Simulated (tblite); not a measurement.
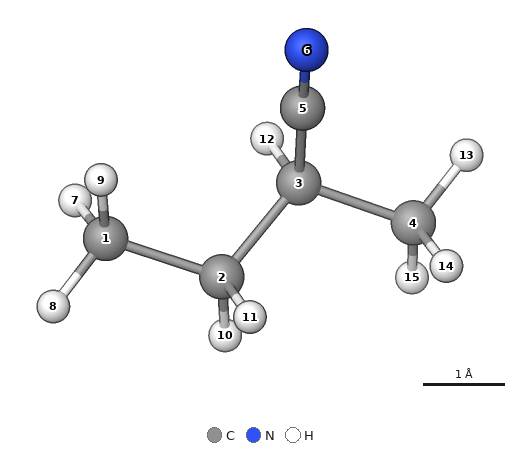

*The starting structure (ball-and-stick view, seen at a tilt; atoms are numbered from 1 in the order of the input).*

Molecular dynamics, with input and output: C$_{5}$H$_{9}$N

C$_{5}$H$_{9}$N (2-methylbutanenitrile), SMILES CC[C@H](C)C#N, computed with GFN2-xTB Langevin dynamics, gas phase (tblite 0.8.0).

### The input
```
{"job": {"dt": 1.5, "steps": 5000, "equilibration": 400, "friction": 0.005, "h_mass": 4.0, "temperature": 100, "xc": "GFN2-xTB", "basis": "xTB", "kind": "md"}, "charge": 0, "multiplicity": 1}
C      1.958278    -0.004879    -0.431390
C      0.528323    -0.436550    -0.732806
C     -0.462702     0.068968     0.327832
C     -1.878971    -0.461059     0.081451
C     -0.488715     1.513953     0.320541
N     -0.520286     2.656561     0.297791
H      2.287160    -0.403533     0.526591
H      2.632781    -0.368270    -1.202875
H      2.029546     1.080209    -0.394458
H      0.471205    -1.527108    -0.765240
H      0.228669    -0.055109    -1.711798
H     -0.120667    -0.251417     1.320323
H     -2.564796    -0.090510     0.840313
H     -2.238912    -0.140898    -0.894217
H     -1.878569    -1.548400     0.112399
```

The first line tells a small driver script what to run in tblite; the rest is the geometry in Å.

Launch command:
```bash
OMP_NUM_THREADS=1 python <driver script> task.json out
```

### Log
```
t/fs     T/K   E - E0/eV
     0.0    118.1     0.0000
   337.5     95.9     0.1729
   675.0     92.6     0.2243
  1012.5    129.3     0.1423
  1350.0    113.8     0.1732
  1687.5    107.8     0.2198
  2025.0     68.4     0.1924
  2362.5    126.4     0.2030
  2700.0     81.5     0.1405
  3037.5    106.7     0.1219
  3375.0     98.6     0.1562
  3712.5     83.7     0.1912
  4050.0     78.4     0.1247
  4387.5     82.3     0.1969
  4725.0     76.2     0.1206
  5062.5    123.7     0.2022
  5400.0     84.2     0.1545
  5737.5     77.4     0.1496
  6075.0     94.2     0.1845
  6412.5    112.8     0.1650
  6750.0    122.2     0.2058
  7087.5    120.9     0.1551
  7425.0     96.5     0.1770
  7762.5     94.7     0.1827
  8100.0    123.9     0.1368
```

### Trajectory as extended XYZ (Å, eV, eV/Å), 14 of the 25 frames kept, from step=0 to step=5400
```
15
Properties=species:S:1:pos:R:3:forces:R:3 step=0 time_fs=0.0 energy=-494.75402 temperature=118.1
C     1.9583   -0.0049   -0.4314   -0.0020   0.0000  -0.0010
C     0.5283   -0.4365   -0.7328   -0.0010   0.0000   0.0000
C    -0.4627    0.0690    0.3278    0.0020   0.0000   0.0000
C    -1.8790   -0.4611    0.0815    0.0020   0.0010   0.0000
C    -0.4887    1.5140    0.3205   -0.0010  -0.0030   0.0000
N    -0.5203    2.6566    0.2978    0.0010   0.0020   0.0020
H     2.2872   -0.4035    0.5266    0.0000   0.0010   0.0010
H     2.6328   -0.3683   -1.2029    0.0020   0.0000  -0.0010
H     2.0295    1.0802   -0.3945    0.0010   0.0000   0.0000
H     0.4712   -1.5271   -0.7652    0.0010   0.0000  -0.0010
H     0.2287   -0.0551   -1.7118   -0.0020   0.0000   0.0010
H    -0.1207   -0.2514    1.3203   -0.0010   0.0000   0.0000
H    -2.5648   -0.0905    0.8403   -0.0010   0.0010  -0.0010
H    -2.2389   -0.1409   -0.8942    0.0010   0.0000  -0.0010
H    -1.8786   -1.5484    0.1124    0.0000   0.0000   0.0020
15
Properties=species:S:1:pos:R:3:forces:R:3 step=450 time_fs=675.0 energy=-494.52975 temperature=92.6
C     1.4013   -0.2370   -0.1149    0.4830   0.6910  -0.4790
C     0.0335   -0.1437   -0.7842   -0.4730  -0.4090   1.2060
C    -0.9621    0.5893    0.1299   -0.7420   1.6020   0.6420
C    -2.3719    0.6974   -0.5154   -0.3850  -1.0970   0.2170
C    -0.5806    1.9925    0.4304   -0.2130  -2.0400  -0.9580
N    -0.3042    3.0918    0.4883    0.2530   1.0330   0.3440
H     1.3082   -0.6726    0.8651   -0.0810  -0.0540   0.3770
H     2.0891   -0.8718   -0.6768   -0.1340   0.1380  -0.1020
H     1.8663    0.7696   -0.0145   -0.3440  -0.6530  -0.0650
H    -0.4033   -1.1461   -0.8392    0.2400  -0.1160  -0.3700
H     0.0480    0.2955   -1.7690    0.1890   0.2120  -0.1960
H    -1.0668    0.1055    1.1182    0.1950  -0.1440  -0.3610
H    -3.1356    1.1944    0.1398    0.9370  -0.2630  -0.6910
H    -2.2689    1.1729   -1.4855   -0.2290   0.3570   0.1260
H    -2.7569   -0.3341   -0.7325    0.3040   0.7430   0.3080
15
Properties=species:S:1:pos:R:3:forces:R:3 step=900 time_fs=1350.0 energy=-494.58085 temperature=113.8
C     0.5614   -0.2377    1.0281   -0.9520   0.6500   1.0760
C    -0.4010   -0.3709   -0.1380    0.4970   0.1850   0.6570
C    -1.4387    0.7259   -0.2026   -0.4400   0.0200  -0.1890
C    -2.2804    0.5538   -1.4695    0.4720   0.2560  -0.2950
C    -0.8324    2.0294   -0.2523    0.7190   1.0130   0.1020
N    -0.3124    3.0559   -0.2651   -0.4840  -0.8120  -0.0580
H    -0.0020   -0.2924    1.9773    0.2530  -0.2500  -0.2670
H     1.3239   -0.9824    1.0183    0.3770  -0.5030  -0.0380
H     1.0211    0.7440    1.0537    0.1950   0.1290  -0.2790
H    -0.9354   -1.2969   -0.0870   -0.1780  -0.7380   0.0250
H     0.1904   -0.3419   -1.0205    0.4140  -0.0860  -1.0220
H    -2.0653    0.7153    0.6820   -0.2680  -0.1280   0.3790
H    -3.0140    1.3298   -1.4807   -0.5780   0.5410  -0.2050
H    -1.5783    0.7283   -2.2948   -0.4670  -0.2920  -0.1320
H    -2.8103   -0.3933   -1.5867    0.4400   0.0140   0.2450
15
Properties=species:S:1:pos:R:3:forces:R:3 step=1350 time_fs=2025.0 energy=-494.56162 temperature=68.4
C     0.4771   -0.1628    1.9386    0.3520  -0.0540   0.1970
C    -0.2989   -0.2162    0.6388   -0.1200   0.7420  -0.1620
C    -1.0806    1.0499    0.2450   -0.1250   0.2430   0.8230
C    -2.2949    0.7057   -0.6061   -0.1140  -0.2850  -0.3450
C    -0.2417    1.9709   -0.4578   -0.2660  -0.3050   0.1320
N     0.4053    2.6501   -1.1009    0.5440   0.5840  -0.3890
H    -0.1556    0.0992    2.7844   -0.1520   0.0110  -0.0870
H     0.9045   -1.1476    2.1462   -0.0650   0.1140  -0.0720
H     1.2986    0.5446    1.9192    0.0660   0.1650  -0.1630
H    -1.0316   -0.9749    0.7371   -0.6660  -1.0150   0.0240
H     0.3100   -0.4099   -0.2191    0.7660  -0.5930  -0.3120
H    -1.4079    1.5000    1.1836   -0.1890   0.3930   0.0650
H    -2.8416    1.5474   -1.0077    0.2040   0.4900   0.0310
H    -2.0025    0.0910   -1.4588    0.0080  -0.0580   0.1070
H    -2.9978    0.1701    0.0085   -0.2420  -0.4310   0.1500
15
Properties=species:S:1:pos:R:3:forces:R:3 step=1575 time_fs=2362.5 energy=-494.55104 temperature=126.4
C     0.3345   -0.2909    2.0166   -0.2360   1.0160   0.7980
C    -0.5846   -0.2138    0.8327   -1.0330  -1.4570  -0.3700
C    -1.0271    1.1734    0.4353    0.3070   0.9980   0.4290
C    -2.1543    1.1334   -0.5794   -0.1190  -0.2630   1.3780
C     0.0836    1.8950   -0.1409    0.0830  -0.3980   0.0580
N     1.0028    2.3437   -0.6472    0.1860   0.3080  -0.0910
H    -0.1494    0.3078    2.8156    0.4050  -0.5180  -0.0260
H     0.5047   -1.3119    2.3639    0.0380   0.3160  -0.1710
H     1.2617    0.2236    1.7683    0.1690  -0.2850   0.1420
H    -1.5247   -0.8106    1.0453    0.9030   0.4340  -0.2270
H    -0.0874   -0.6477   -0.0340   -0.0640  -0.3120  -0.1230
H    -1.3629    1.7369    1.3140   -0.0040   0.0000   0.1440
H    -2.4471    2.1273   -0.8057   -0.3860   0.7320  -0.4680
H    -1.8211    0.5988   -1.4191    0.1650  -0.5270  -1.2580
H    -2.9629    0.6015   -0.0935   -0.4130  -0.0450  -0.2140
15
Properties=species:S:1:pos:R:3:forces:R:3 step=2025 time_fs=3037.5 energy=-494.63210 temperature=106.7
C    -0.6925   -0.6734    2.2370   -0.5260   0.2220   0.9510
C    -1.6431   -0.2956    1.0986   -0.3460  -0.2970   0.0310
C    -1.8018    1.2168    0.8585    1.0490   0.2560   0.8800
C    -2.5990    1.5227   -0.3933   -0.2360  -0.3840  -0.4540
C    -0.4769    1.8329    0.7602    0.9020   0.2760  -0.6400
N     0.5598    2.3156    0.6023   -1.2700  -0.5690   0.3220
H    -1.0156   -0.2840    3.2299    0.0390   0.0620  -0.7350
H    -0.6478   -1.7517    2.3888    0.0470   0.0180  -0.3610
H     0.3032   -0.2899    2.0492    0.0880  -0.0230  -0.0760
H    -2.6637   -0.7078    1.2639    0.6170   0.1060  -0.0060
H    -1.2386   -0.7423    0.1814   -0.1580   0.0300   0.0710
H    -2.2214    1.7124    1.7544   -0.2800  -0.2720  -0.2190
H    -2.5149    2.5800   -0.6220   -0.2970   0.0820  -0.0410
H    -2.1816    0.9660   -1.2468   -0.1140   0.1770   0.2680
H    -3.6521    1.2097   -0.2815    0.4840   0.3170   0.0090
15
Properties=species:S:1:pos:R:3:forces:R:3 step=2475 time_fs=3712.5 energy=-494.56286 temperature=83.7
C    -1.8875   -0.2729    1.9361   -1.3620  -0.0480   0.1900
C    -2.3060    0.0242    0.4739    1.6080  -0.3600  -0.1190
C    -2.3909    1.5241    0.1229    0.2490   0.0540   0.4640
C    -2.8610    1.7125   -1.3290   -0.2860  -0.5160   0.9520
C    -1.1364    2.2077    0.3087    0.8890   0.5510   0.3020
N    -0.1943    2.8369    0.5088   -0.6010  -0.5690  -0.2490
H    -2.7301    0.0652    2.6139    0.9520  -0.5100  -0.5700
H    -1.7091   -1.3642    2.0787   -0.2630   0.8800  -0.1140
H    -0.9952    0.2633    2.2317    0.1110   0.0750  -0.1410
H    -3.2637   -0.4325    0.2497   -0.0680  -0.1430   0.0230
H    -1.5117   -0.4387   -0.1855   -0.8430   0.3480   0.4400
H    -3.0341    2.0092    0.8784   -0.3090  -0.0540  -0.3970
H    -2.9340    2.7435   -1.6292   -0.0300   0.2430   0.0150
H    -2.1879    1.1779   -1.9710    0.3480  -0.0850  -0.4100
H    -3.8206    1.2166   -1.3676   -0.3950   0.1330  -0.3830
15
Properties=species:S:1:pos:R:3:forces:R:3 step=2925 time_fs=4387.5 energy=-494.55711 temperature=82.3
C    -0.9993    0.5002    1.8298    0.3790  -0.5220  -0.6340
C    -1.4140    0.3191    0.3795   -0.3990   0.4330  -0.2050
C    -2.0094    1.6054   -0.2253    0.3190  -0.8970  -0.0110
C    -2.4482    1.3177   -1.6477   -0.2360   1.5130  -0.3390
C    -1.0635    2.6755   -0.2035    0.8950   1.1230  -0.0460
N    -0.3479    3.5764   -0.2024   -0.4580  -0.7260   0.0070
H    -1.8134    0.5805    2.5305   -0.3190   0.3130  -0.0060
H    -0.4896   -0.4330    2.0479    0.4710   0.2040   0.5300
H    -0.3447    1.3732    1.8507    0.0010  -0.2910   0.4960
H    -2.1167   -0.5150    0.2576    0.0550   0.2280   0.0480
H    -0.5327    0.1152   -0.2176    0.2940  -0.3360  -0.0320
H    -2.8336    1.9307    0.3771   -0.7910   0.1980   0.3740
H    -2.7594    2.2536   -2.1230   -0.0120   0.0130  -0.0220
H    -1.6706    0.9186   -2.2617    0.5430  -0.4040  -0.1510
H    -3.2954    0.6864   -1.6487   -0.7400  -0.8490  -0.0080
15
Properties=species:S:1:pos:R:3:forces:R:3 step=3375 time_fs=5062.5 energy=-494.55187 temperature=123.7
C    -0.5849    0.9308    1.5709    0.6120  -0.1750  -0.0510
C    -0.2794    0.7980    0.0817   -0.8850  -0.9350   0.0330
C    -1.2094    1.6971   -0.7916    0.0800  -0.7190   0.5240
C    -1.0330    1.4032   -2.2646    0.7390   0.4270  -0.4890
C    -0.9828    3.0632   -0.4565    0.7400   0.5510   0.7810
N    -0.6994    4.0580    0.0374   -0.2080   0.1180  -0.4120
H    -1.5610    0.5465    1.8216   -0.4010   0.1480  -0.0810
H     0.1210    0.3294    2.1565    0.0060   0.2950  -0.1530
H    -0.4916    1.9766    1.8343   -0.0850   0.0430   0.3390
H    -0.4347   -0.2667   -0.1910   -0.2210   0.4430  -0.1160
H     0.7669    0.9561   -0.1012    0.4390   0.6020  -0.1700
H    -2.2523    1.5238   -0.4845    0.0260  -0.3090  -0.0980
H    -1.7740    1.9741   -2.8249    0.0550  -0.2430  -0.1630
H    -0.0153    1.7356   -2.6163   -0.9410  -0.4850   0.3430
H    -1.1573    0.3292   -2.4101    0.0460   0.2370  -0.2890
15
Properties=species:S:1:pos:R:3:forces:R:3 step=3825 time_fs=5737.5 energy=-494.60441 temperature=77.4
C    -0.0085    0.7068    1.2426   -0.3090  -1.0110   0.3220
C     0.1954    0.6310   -0.2635   -0.9410  -0.4890   0.2140
C    -0.6297    1.7583   -0.9431    1.0030  -0.7610  -0.2950
C    -0.5230    1.6647   -2.4697   -0.1570   0.6290   0.1870
C    -0.0872    3.0284   -0.5211   -0.1820   0.0390  -0.0550
N     0.3989    4.0265   -0.2456   -0.0680  -0.0750   0.0430
H    -1.0571    0.8222    1.4766   -0.4430   0.0140  -0.0660
H     0.2895   -0.2245    1.7616    0.2130   0.5330  -0.3530
H     0.4773    1.5504    1.6722    0.6110   0.5050   0.2930
H    -0.1887   -0.3709   -0.5925    0.3950   0.8510  -0.0540
H     1.2442    0.7352   -0.5061    0.1880  -0.0890  -0.1580
H    -1.6700    1.6292   -0.6903   -0.4100   0.1940   0.3900
H    -1.2507    2.3556   -2.8786   -0.1730  -0.0370  -0.3360
H     0.4441    1.9842   -2.8156    0.4680   0.0370  -0.0750
H    -0.7023    0.6656   -2.8212   -0.1950  -0.3390  -0.0560
15
Properties=species:S:1:pos:R:3:forces:R:3 step=4050 time_fs=6075.0 energy=-494.56952 temperature=94.2
C    -0.2140    0.8080    1.1094    0.3080   0.4380  -0.0810
C     0.2346    0.9503   -0.3429    0.6770  -0.7890  -0.8870
C    -0.5117    2.0364   -1.1666    0.3720   0.0140  -0.1000
C    -0.1553    2.1056   -2.6921   -0.8740  -0.9030   0.6660
C    -0.1814    3.3450   -0.6274    0.2140   0.9230   0.1800
N     0.1443    4.3952   -0.2782   -0.4190  -1.2350  -0.2930
H    -1.2551    0.5781    1.1228   -0.7930  -0.1120   0.1720
H     0.3076    0.0280    1.6611    0.1350  -0.0980  -0.3620
H    -0.0430    1.7307    1.6714   -0.0940   0.0030  -0.2390
H     0.1222   -0.0196   -0.9013   -0.1730   0.6320   0.5590
H     1.3181    1.1331   -0.3568   -0.1530   0.2570  -0.0430
H    -1.5843    1.8374   -1.0783   -0.0410   0.1790   0.0790
H    -0.8052    2.8366   -3.1718    0.3790   0.1580   0.0770
H     0.8838    2.2841   -2.8289    0.6960   0.6300  -0.0620
H    -0.3348    1.1562   -3.2049   -0.2340  -0.0980   0.3340
15
Properties=species:S:1:pos:R:3:forces:R:3 step=4500 time_fs=6750.0 energy=-494.54822 temperature=122.2
C    -0.1995    0.7592    0.8740   -0.4700  -1.7080   0.6760
C     0.4724    0.8419   -0.4770    0.3150   0.5120   0.5120
C     0.0446    2.1307   -1.1913    0.8610  -0.0340   0.0720
C     0.4690    2.0896   -2.6554   -0.9960  -0.2310  -0.5220
C     0.6890    3.2122   -0.4872    0.1290   1.3360  -0.0390
N     1.1054    4.1672   -0.0002   -0.0990  -0.8200  -0.1790
H    -1.2906    0.6283    0.7847    0.3870   0.1860  -0.0210
H     0.1787   -0.1462    1.4010   -0.2760   0.4230  -0.2800
H     0.0053    1.5764    1.5384    0.1050   0.5770  -0.0390
H     0.2109   -0.0149   -1.0901    0.1350  -0.1490   0.0040
H     1.5706    0.8826   -0.2728   -0.6540  -0.1720  -0.5420
H    -1.0180    2.3638   -1.1137   -0.2510  -0.4190  -0.0200
H     0.2242    3.0093   -3.1484   -0.3930   0.6410  -0.2320
H     1.5196    1.9898   -2.8101    0.6990  -0.4980   0.2240
H    -0.0905    1.2881   -3.1847    0.5060   0.3550   0.3850
15
Properties=species:S:1:pos:R:3:forces:R:3 step=4950 time_fs=7425.0 energy=-494.57706 temperature=96.5
C    -0.9507    0.6257    0.8858   -0.7180  -0.5920  -0.9200
C    -0.0861    0.3177   -0.3268    0.2290   0.5090  -0.0510
C     0.2410    1.6501   -1.0604   -0.4230  -0.9600  -0.5890
C     1.1321    1.4348   -2.2932   -1.1370  -0.3430  -0.1050
C     0.9020    2.5672   -0.1888   -0.4230  -0.8210  -0.7300
N     1.5490    3.2569    0.4326    0.8060   1.1110   1.0430
H    -1.9694    0.8137    0.5209    0.1080  -0.1540   0.4230
H    -0.9187   -0.2108    1.5703   -0.2590  -0.0060   0.1750
H    -0.6018    1.5102    1.3493    0.3320   0.7230   0.7110
H    -0.6050   -0.3976   -0.9774    0.2570   0.2750  -0.0380
H     0.8437   -0.1224    0.0192    0.2470  -0.1570  -0.1010
H    -0.6846    2.0812   -1.4162   -0.5250   0.2880   0.0650
H     1.2568    2.3606   -2.8365    0.1300   0.0860  -0.1090
H     2.0534    1.0582   -1.9445    1.2060  -0.3190   0.0680
H     0.6663    0.6784   -2.9451    0.1700   0.3580   0.1560
15
Properties=species:S:1:pos:R:3:forces:R:3 step=5400 time_fs=8100.0 energy=-494.61718 temperature=123.9
C    -1.5553    0.9861   -0.1339   -0.1390  -0.6890  -0.7890
C    -0.2521    0.4273   -0.7367   -0.2750   0.6080  -0.4440
C     0.6514    1.5513   -1.2925   -0.3890   0.0310  -0.6640
C     1.8837    1.0005   -2.0256    0.2240   0.5920   0.5290
C     1.0105    2.3707   -0.1815   -0.0940   0.1640  -0.0320
N     1.1396    3.0485    0.7248    0.3430   0.3660   0.5620
H    -2.2575    1.2282   -0.9577    0.4550   0.2650   0.5680
H    -2.0310    0.1921    0.4308   -0.0820  -0.0610   0.1910
H    -1.3793    1.8229    0.5281   -0.0160   0.1420  -0.1180
H    -0.5043   -0.2173   -1.5853    0.0770  -0.1830   0.2850
H     0.3190   -0.1113    0.0116   -0.0270  -0.2400   0.0810
H     0.0495    2.2213   -1.9565    0.3180  -0.4790   0.1440
H     2.5360    1.8201   -2.3628   -0.1390  -0.2440   0.3150
H     2.4247    0.3455   -1.3363    0.0650   0.1470  -0.2370
H     1.6133    0.4516   -2.9021   -0.3220  -0.4180  -0.3910
```

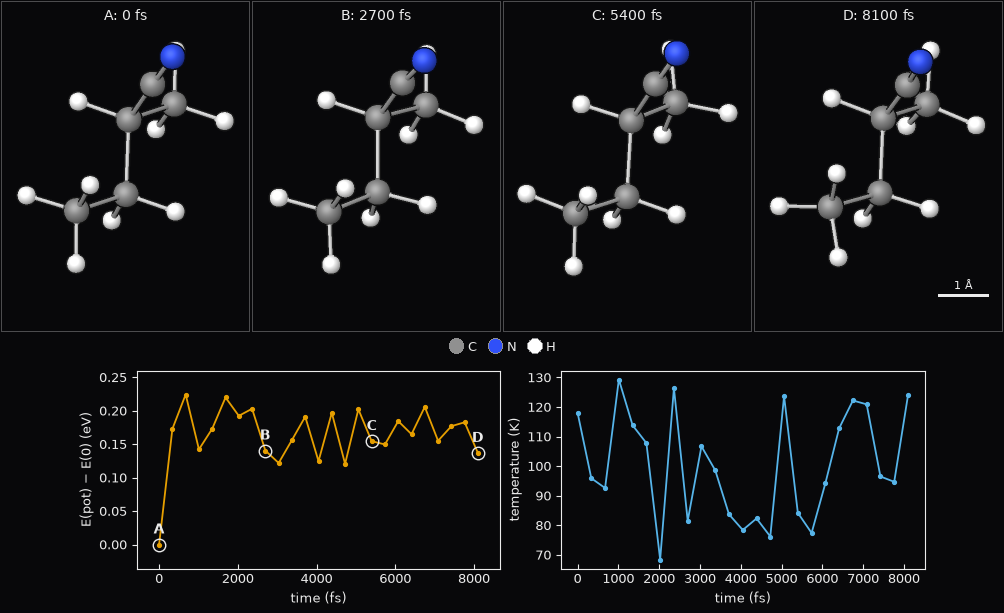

*Frames of the molecular dynamics (ball-and-stick, seen at a tilt) above the curves, on which the letters mark them.*

The trajectory kept here has 25 frames over 8100 fs. The temperature starts at 118 K, ranges from 68 to 129 K and averages 99 K over the second half. The potential energy ends 0.137 eV above its first value. After an unweighted best fit of the last frame on the first, the root-mean-square displacement is 0.14 Å, and H7 has moved furthest (0.25 Å).

### Summary

| quantity | value |
| --- | --- |
| outcome | finished |
| mean temperature over the second half | 99 K |
| trajectory | 25 frames kept, 8100 fs |
| hardware | 1 CPU thread, shared host |
| wall time | 17 s |
| peak memory | 0.5 GiB |
